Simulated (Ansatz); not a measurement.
# PbTe (SMILES [Te][Pb]): CAM-B3LYP/def2-TZVPP (core potential)

Aim: the vertical singlet–triplet gap of PbTe at CAM-B3LYP/def2-TZVPP (core potential), from 2 runs. 

The results are computed with Ansatz 0.2.0.

3 further runs of the same task are left out: 3 that didn't finish.

## (1) The molecule

The species is PbTe (2 atoms), meant as a singlet with charge 0. As SMILES, `[Te][Pb]`. Geometry: relaxed at PBE0-D4/def2-TZVP.

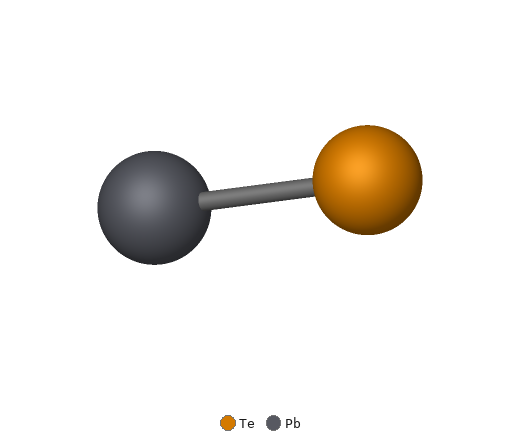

The structure, seen from a chosen angle (tellurium orange, lead dark grey).

## (2) The energy at CAM-B3LYP/def2-TZVPP (core potential)

molecule.yaml reads:

```yaml
crystal:
  periodic: [false, false, false]
  atoms:
    - {symbol: Te, position_ang: [-0.000000, 0.000000, -0.008980]}
    - {symbol: Pb, position_ang: [0.000000, -0.000000, 2.580890]}
basis:
  gaussian:
    orbitals: def2-TZVPP
total_charge: 0
hamiltonian:
  xc: {name: CAM-B3LYP}
magnetization:
  spin_polarized: false
output: {orbitals: {seedname: orbitals}}
accuracy: high
```

Started as:

```bash
$ ansatz run molecule.yaml --threads 1 --pin off --max-ram 3480MiB --events-out events.jsonl --progress --plain --runs-dir runs
```

What it wrote:

```text
Warning: RAYON_NUM_THREADS=1 ignored (pool sized by the plan → 1); use --threads N
Functional definition: CAM-B3LYP
  name "CAM-B3LYP"
  parameter alpha = 0.19
  parameter beta = 0.46
  parameter omega = 0.33/bohr
  parameter ac = 0.81
  exchange = (1 - alpha - beta)*b88_x + beta*b88_x_sr(omega) + alpha*exact_x + beta*exact_x_lr(omega)
  correlation = (1 - ac)*vwn5_c + ac*lyp_c
1756 factors; integrals over basis functions are off by at most 3.4e-9 eV
397 factors; integrals over basis functions are off by at most 1.3e-9 eV
mean field evaluation 1: about -12540.1788 eV, gradient 2.1e1 eV
mean field evaluation 2: about -12531.2343 eV, gradient 5.6e1 eV
mean field evaluation 4: about -12542.2136 eV, gradient 1.2e0 eV
mean field evaluation 8: about -12542.2441 eV, gradient 5.5e-2 eV
mean field evaluation 16: about -12542.2442 eV, gradient 1.1e-4 eV
mean field -12542.24415855 eV, -460.9189713881 hartree, gradient 2.8e-8 eV, S^2 0.000000; 0 other end points of the search recorded, 0 dependent functions left out
reference -12542.24417101 eV, -460.9189718461 hartree; 23, 23 occupied and 77, 77 virtual orbitals, 1756 factors
Total energy: -12542.24417101 eV, -460.9189718461 hartree
```

Wall time 11 s (1 thread of Arm Neoverse V1, shared host); peak memory 0.34 GiB.

## (3) The triplet, same level

input.yaml reads:

```yaml
crystal:
  periodic: [false, false, false]
  atoms:
    - {symbol: Te, position_ang: [-0.000000, 0.000000, -0.008980]}
    - {symbol: Pb, position_ang: [0.000000, -0.000000, 2.580890]}
basis:
  gaussian:
    orbitals: def2-TZVPP
output: {orbitals: {seedname: orbitals}}
magnetization:
  spin_polarized: true
  initial_magnetization: 2
hamiltonian:
  xc: {name: CAM-B3LYP}
accuracy: high
```

Started as:

```bash
$ ansatz run input.yaml --threads 1 --pin off --max-ram 3480MiB --events-out events.jsonl --progress --plain --runs-dir runs
```

What it wrote, cut to the lines that bear on the results:

```text
Warning: RAYON_NUM_THREADS=1 ignored (pool sized by the plan → 1); use --threads N
[... 2 set-up lines as earlier in the session ...]
[...]
1756 factors; integrals over basis functions are off by at most 3.4e-9 eV
397 factors; integrals over basis functions are off by at most 1.3e-9 eV
[...]
mean field -12540.43604929 eV, -460.8525245985 hartree, gradient 3.4e-8 eV, S^2 2.005341; 4 other end points of the search recorded, 0 dependent functions left out
reference -12540.43606179 eV, -460.8525250581 hartree; 24, 22 occupied and 76, 78 virtual orbitals, 1756 factors
Total energy: -12540.43606179 eV, -460.8525250581 hartree
```

Run time: 57 s. Hardware: 1 thread of Arm Neoverse V1, shared host; peak memory 0.5 GiB.

## (4) Summary of results

At CAM-B3LYP/def2-TZVPP (core potential):

```
                                        quantity          value
                           singlet: total energy  -460.91897 Eh
                            singlet: HOMO energy       -7.46 eV
                            singlet: LUMO energy       -1.75 eV
                          singlet: HOMO–LUMO gap        5.71 eV
                           triplet: total energy  -460.85253 Eh
     triplet: HOMO energy (highest over α and β)       -5.49 eV
      triplet: LUMO energy (lowest over α and β)       -3.49 eV
                                   triplet: ⟨S²⟩          2.005
vertical energy of the triplet above the singlet       1.808 eV
```

At this shape the triplet lies 1.81 eV (174 kJ/mol) above the singlet.
